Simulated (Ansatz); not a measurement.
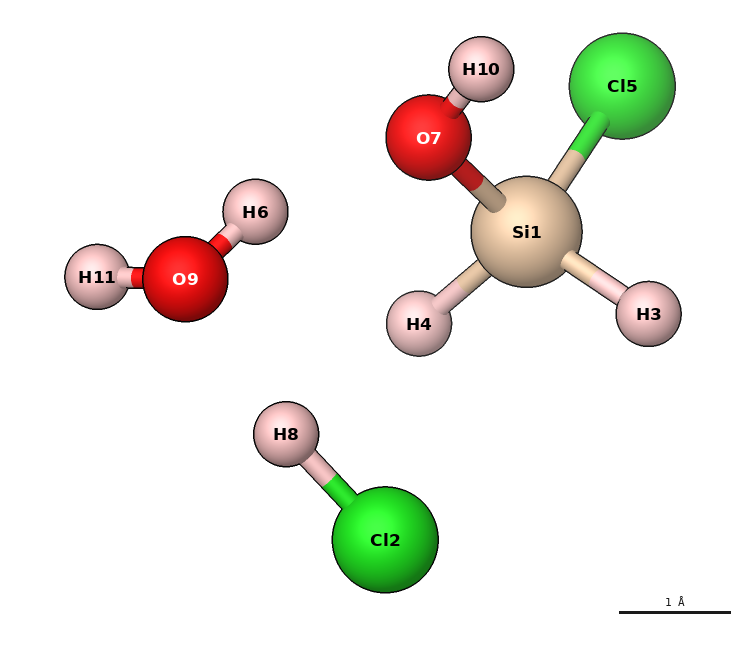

The computed structure is the end point of a PBE0-D4/def2-TZVP optimisation.

Which hydrogen bonds does the structure hold? Count O, N, F, S and Cl donors.

```csv
D–H···A,D–H (Å),H···A (Å),angle (°),kind
O9–H6···O7,0.97,1.85,161,intermolecular
Cl2–H8···O9,1.33,1.68,169,intermolecular
```
